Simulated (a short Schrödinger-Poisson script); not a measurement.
Structure: symmetric double-gate stack, SiO2 on p-type Si(100), at 300 K.

```csv
layer,material,thickness (nm),Na (cm⁻³)
1,SiO2,2.5,-
2,Si,3,3e16
3,SiO2,2.5,-
```

The device is made up for the run: typed textbook-type constants, with dimensions and the other settings drawn at random. SiO2: permittivity 3.9, conduction-band edge (eV) 3.15, gap (eV) 9, electron mass (mₑ) 0.5. Si: permittivity 11.7, conduction-band edge (eV) 0, gap (eV) 1.124, Nv at 300 K (cm⁻³) 3.1e19.

Channel valleys (confinement mass, in-plane density-of-states mass, number): Δ2 0.916, 0.19, 2; Δ4 0.19, 0.417, 4. At the gates, both at one voltage, the conduction-band edge of layer 1 lies 3.31 eV − eVg above the Fermi level of the channel. Gaps are held at their typed values at every temperature. Mesh 0.03 nm at interfaces.

From a short Schrödinger-Poisson script (our own, NumPy): 1D Poisson equation in equilibrium, electrons quantum, Hartree (BenDaniel-Duke, 12 states a valley, the channel's in-plane mass for all, wave functions free to enter the dielectric), parabolic valleys, classical holes, full ionisation, no traps, pinning or gate leakage.

Only gate voltages with over 1e8 electrons/cm² are shown.

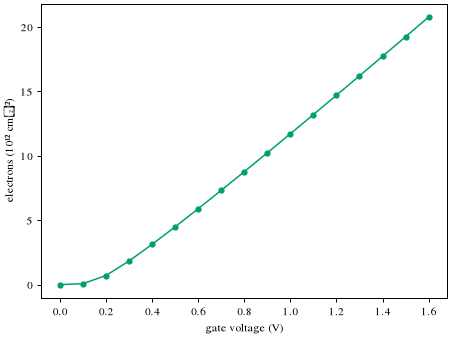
Figure. Sheet density against gate voltage

```
Vg (V)  electrons (cm⁻²)  C (μF/cm²)  Δ2 E0 (meV)  Δ2 E1 (meV)  Δ4 E0 (meV)  Δ4 E1 (meV)
------  ----------------  ----------  -----------  -----------  -----------  -----------
0                 1.88e9      0.0118        201.5        323.8        297.6        717.2
0.1              7.46e10       0.393        106.2        228.4        202.2        621.7
0.2              7.03e11        1.55         46.7        167.9        142.4        560.6
0.3              1.83e12        1.98         19.2        138.7        114.4        530.4
0.4              3.12e12        2.14          2.3        119.9         96.9        510.4
0.5              4.48e12        2.22        -10.1        105.5         83.8        494.8
0.6              5.89e12        2.27        -20.1         93.5         73.2        481.5
0.7              7.32e12        2.31        -28.6         83.1         64.2        469.9
0.8              8.77e12        2.34        -35.8         73.8         56.3        459.5
0.9              1.02e13        2.36        -42.2         65.5         49.4        450.0
1                1.17e13        2.38        -47.9         57.9         43.2        441.2
1.1              1.32e13        2.40        -52.9         51.0         37.7        433.1
1.2              1.47e13        2.41        -57.4         44.6         32.6        425.6
1.3              1.62e13        2.42        -61.6         38.7         28.0        418.5
1.4              1.77e13        2.43        -65.3         33.2         23.8        411.9
1.5              1.92e13        2.44        -68.8         27.9         19.9        405.5
1.6              2.08e13        2.45        -72.0         23.0         16.3        399.5
```

Subbands count from the Fermi level. The capacitance is that of both gates.
